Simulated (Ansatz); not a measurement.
# Pressure series in YN

Base system: YN in the rock salt structure (space group Fm-3m, No. 225; a = 4.906 Å).

Cell and atoms are relaxed at each pressure.

All numbers come from PBE/PAW in Ansatz (a program for electronic structure), no spin-orbit coupling.

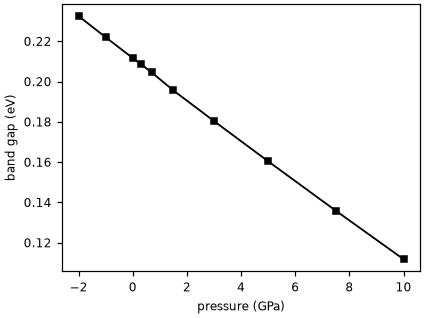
Figure: Band gap against pressure

| pressure (GPa) | band gap |
|---|---|
| -2 | 0.23 eV |
| -1 | 0.22 eV |
| 0.3 | 0.21 eV |
| 0.7 | 0.20 eV |
| 1.5 | 0.20 eV |
| 3 | 0.18 eV |
| 5 | 0.16 eV |
| 7.5 | 0.14 eV |
| 10 | 0.11 eV |

Load acts through the strain it causes; cell and atoms are relaxed under it. No phonon test of stability was made. No other phases were tried under pressure. The base started in Pnma and relaxed to Fm-3m at this level. The zero or small gap of YN can change with the level of theory.
